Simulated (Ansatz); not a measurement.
System: BFSiTe (triplet).

The calculation's input:

```
crystal:
  periodic: [false, false, false]
  atoms:
    - {symbol: B, position_ang: [-0.127836, 0.527317, -0.199450]}
    - {symbol: F, position_ang: [-0.973070, 1.367102, -0.744309]}
    - {symbol: Si, position_ang: [0.528585, -0.963783, 0.785614]}
    - {symbol: Te, position_ang: [2.212112, 0.602253, -0.298714]}
basis:
  gaussian: {orbitals: def2-TZVPD}
total_charge: 0
hamiltonian: {xc: pbe0}
magnetization: {spin_polarized: true, initial_magnetization: 2}
output: {forces: true, orbitals: {seedname: orbitals}}
```

Command:

```sh
ansatz run input.yaml --threads 1 --pin off --max-ram 2610MiB --events-out events.jsonl --progress --plain --runs-dir runs
```

Geometry: PBE-D3(BJ)/def2-SVP; core potentials replace the inner electrons of Te.

Method: isolated molecule in a Gaussian basis; Kohn-Sham density functional theory, functional PBE0 in Ansatz.

Q: What can the converged electron density, electron localisation function and spin density tell about the bonding?

A: B–F (1.31 Å): ρ is about 2.3 e/Å³ halfway; the ELF peaks at about 0.85 between the atoms; a polar covalent bond.
Si–B (1.90 Å): ρ at the midpoint is about 0.75 e/Å³; the ELF peaks at about 0.85 between the atoms, as expected for a shared electron pair.
B–Te (2.34 Å): ρ at the midpoint is about 0.56 e/Å³; the ELF peaks at about 0.80 between the atoms; a covalent bond.
Si–Te (2.54 Å): ρ is about 0.49 e/Å³ halfway; the ELF peaks at about 0.65 between the atoms.
The unpaired spin (2 electrons) lies mostly on Si3 (about 0.9), Te4 (about 0.8) and B1 (about 0.3), in electrons by Hirshfeld's partition.

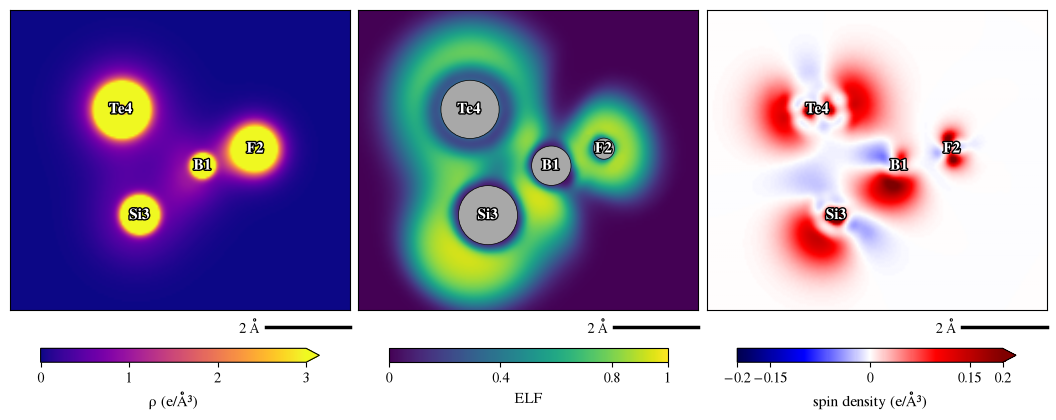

Computed electron density, electron localisation function and spin density on the molecular plane, in this order. Grey discs cover the atomic cores in the ELF map. 
